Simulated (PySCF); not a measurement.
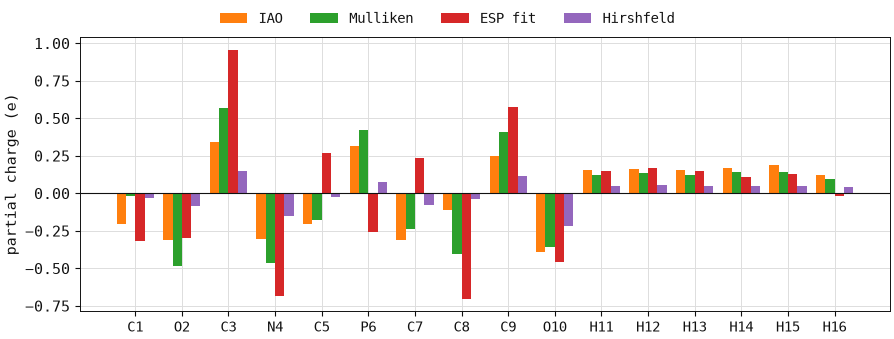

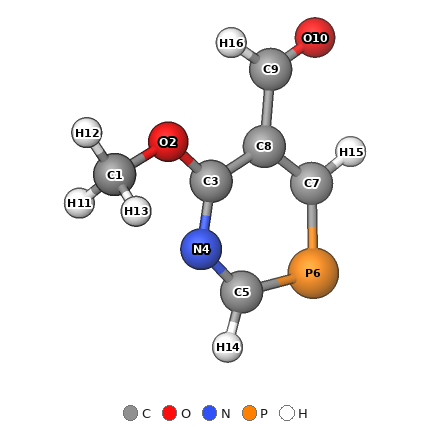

Atomic charges of C₆H₆NO₂P, SMILES COc1ncpcc1C=O by 4 schemes, PBE0/pcSseg-1 with PySCF, at a PBE0-D3(BJ)/def2-SVP geometry (no frequency check).

Which atom is the most negative in each scheme?

IAO: O10 (−0.39 e); Mulliken: O2 (−0.49 e); ESP fit: C8 (−0.70 e); Hirshfeld: O10 (−0.22 e).

On which atom do the schemes disagree most?

On C3: IAO 0.34, Mulliken 0.57, ESP fit 0.96, Hirshfeld 0.15 e.

Known limits of this run: one conformer of a flexible molecule.
